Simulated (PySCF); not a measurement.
# NMR shielding calculation, with input and output: C2H10Si3

The run: NMR shielding calculation of C2H10Si3. Method and program: GIAO PBE0/pcSseg-1 NMR shielding, non-relativistic, gas phase (PySCF 2.14.0).

The geometry comes from this level: GFN2-xTB, NEB image 2 of 0 to 8. It belongs to a series of runs on one base structure; here: NEB image 2 of 0 to 8. Figures and captions count atoms from 1; the log counts them from 0 in places.

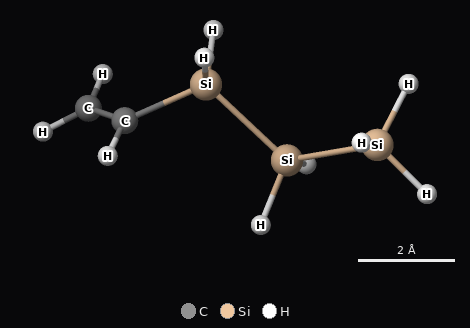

**Figure 1.** The structure as given in the input (ball-and-stick view, seen at a tilt). Bond lengths as drawn: C–C 1.32 Å, C–H 1.08 Å, C–Si 1.88 Å, H–Si 1.46 to 1.48 Å and Si–Si 2.31 to 2.32 Å.

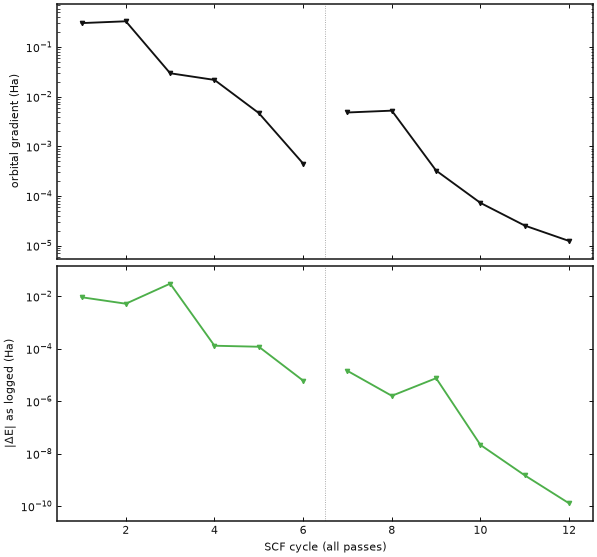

**Figure 2.** Convergence of the self-consistent field: orbital gradient and size of the energy change against the SCF cycle. The dotted line marks the change from a coarse to the final integration grid. The first 6 cycles use a coarse grid, the final grid takes over at cycle 7, and the field converges after 12 cycles in all.

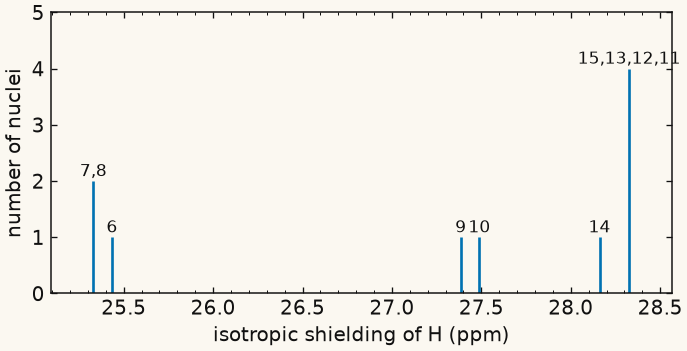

**Figure 3.** Isotropic shieldings of the hydrogen nuclei in this fixed geometry, labelled by atom number; shielding grows to the right, so chemical shift grows to the left. The least shielded is H7 (25.3 ppm), the most shielded H11 (28.4 ppm).

The input and output of the run follow.

**Input**
```
{"job": {"kind": "nmr", "xc": "PBE0", "basis": "pcSseg-1", "pop": false}, "charge": 0, "multiplicity": 1}
C     -3.241700    -0.046000    -0.558900
C     -2.250500    -0.504000     0.189300
Si    -0.756200     0.499000     0.740900
Si     1.183500    -0.218300    -0.320600
Si     3.156300     0.046000     0.858000
H     -3.276500     0.981500    -0.884100
H     -4.060400    -0.666300    -0.892200
H     -2.270200    -1.549500     0.476800
H     -0.652200     0.348400     2.201200
H     -1.062100     1.912200     0.484700
H      1.038300    -1.631400    -0.718400
H      1.307900     0.471200    -1.616900
H      3.406600     1.457200     1.160100
H      4.357600    -0.438100     0.175200
H      3.115100    -0.653800     2.143400
```

The first line tells a small driver script what to run in PySCF; the rest is the geometry in Å.

Run as:
```bash
OMP_NUM_THREADS=1 python <driver script> task.json out
```

**Log**
```
coarse grid: 13248 points
cycle   1  E = -950.1013252063  dE =  9.301e-03  |g| = 3.053e-01  |ddm| = 3.355e+00
cycle   2  E = -950.0960625414  dE =  5.263e-03  |g| = 3.321e-01  |ddm| = 6.062e-01
cycle   3  E = -950.1267250828  dE = -3.066e-02  |g| = 2.979e-02  |ddm| = 3.590e-01
cycle   4  E = -950.1268564523  dE = -1.314e-04  |g| = 2.187e-02  |ddm| = 4.132e-02
cycle   5  E = -950.1269767785  dE = -1.203e-04  |g| = 4.696e-03  |ddm| = 2.024e-02
cycle   6  E = -950.1269829165  dE = -6.138e-06  |g| = 4.514e-04  |ddm| = 5.136e-03
final grid: 111920 points
cycle   7  E = -950.1544594796  dE = -1.445e-05  |g| = 4.825e-03  |ddm| = 1.556e-02
cycle   8  E = -950.1544578612  dE =  1.618e-06  |g| = 5.256e-03  |ddm| = 9.173e-03
cycle   9  E = -950.1544654681  dE = -7.607e-06  |g| = 3.256e-04  |ddm| = 5.107e-03
cycle  10  E = -950.1544654898  dE = -2.170e-08  |g| = 7.272e-05  |ddm| = 4.392e-04
cycle  11  E = -950.1544654913  dE = -1.497e-09  |g| = 2.538e-05  |ddm| = 1.086e-04
cycle  12  E = -950.1544654914  dE = -1.282e-10  |g| = 1.242e-05  |ddm| = 2.881e-05
converged SCF energy = -950.1544654914

GIAO shielding tensors (ppm)
atom      isotropic    diamagn.    paramagn.     s11        s22        s33       span
  0 C       43.008     252.493    -209.485    -82.117     50.495    160.646    242.764
  1 C       48.032     262.060    -214.029    -69.321     36.759    176.656    245.977
  2 Si     421.225     881.898    -460.673    384.847    412.176    466.652     81.805
  3 Si     479.580     882.103    -402.523    468.080    474.819    495.842     27.762
  4 Si     466.100     879.813    -413.712    450.725    466.618    480.958     30.233
  5 H       25.434      31.297      -5.863     21.586     24.835     29.882      8.296
  6 H       25.314      27.927      -2.613     21.953     24.722     29.268      7.315
  7 H       25.346      31.742      -6.395     23.104     24.661     28.275      5.171
  8 H       27.385      30.145      -2.760     23.821     26.322     32.011      8.190
  9 H       27.489      31.016      -3.527     24.232     26.257     31.977      7.745
 10 H       28.386      30.720      -2.333     24.471     26.722     33.965      9.494
 11 H       28.336      30.548      -2.212     24.614     26.386     34.009      9.395
 12 H       28.313      28.910      -0.597     24.824     26.310     33.806      8.982
 13 H       28.161      28.464      -0.303     24.678     25.546     34.259      9.581
 14 H       28.270      28.982      -0.712     24.757     26.340     33.714      8.957
```

**Results in brief**

- outcome: converged
- total energy: −950.154465 hartree
- HOMO: −7.74 eV
- LUMO: −0.71 eV
- dipole moment: 0.80 D
- isotropic shielding, C: 43.0 to 48.0 ppm
- isotropic shielding, Si: 421.2 to 479.6 ppm
- isotropic shielding, H: 25.3 to 28.4 ppm
- hardware: 1 CPU thread, shared host
- wall time: 14 s
- peak memory: 0.75 GiB
